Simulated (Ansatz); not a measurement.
Base system: HfO2 in the fluorite structure (space group Fm-3m, No. 225; a = 5.058 Å). Axes: x, y, z lie along the cube axes.

Structures relaxed with r2SCAN in Ansatz (plane waves to 500 eV, PAW, without spin-orbit coupling).

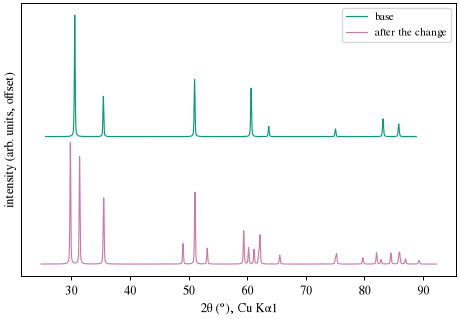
Figure: Simulated powder patterns before (top) and after one change

Problem. Which of these changes matches the shifts?
A. isotropic strain +0.81 %
B. biaxial strain +1.57 %, plane normal [001], relaxed out of plane
C. isotropic strain +5.35 %
D. tensor shear ε_xz = +3.77 %

Solution. D, tensor shear ε_xz = +3.77 %. Its volume per atom is 10.77 Å³ against 10.79 Å³, and its space group is Immm (No. 71).

Stability against distortions was not tested. This is not the structure that HfO2 has at room temperature and ambient pressure.

Ansatz is a first-principles code.
